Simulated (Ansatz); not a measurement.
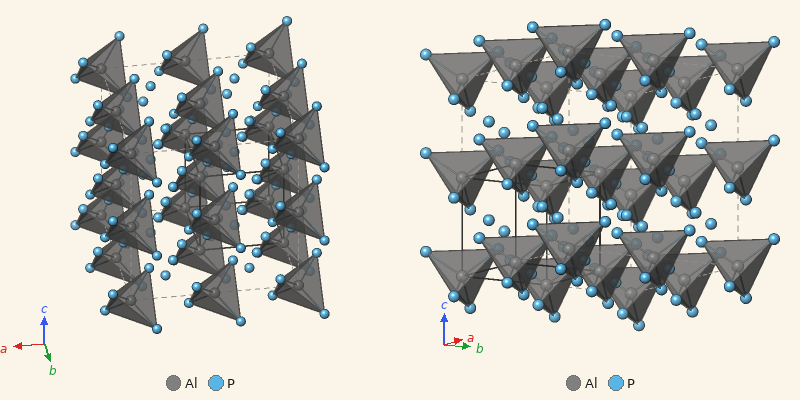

Polyhedra are drawn about Al (bonds: Al–P below 2.8 Å); other atoms are plain spheres. Two views of the same piece.

System AlP7 (space group P-43m, No. 215); source of the atomic positions: the geometry relaxed with Ansatz, DFT PBE, scalar-relativistic, plane waves, PAW; the starting structure was generated, so it need not be a known form of this composition.

What figure surrounds each Al atom, and how are these polyhedra linked?

Answer. Al: AlP4 tetrahedron. The tetrahedra are isolated from each other.
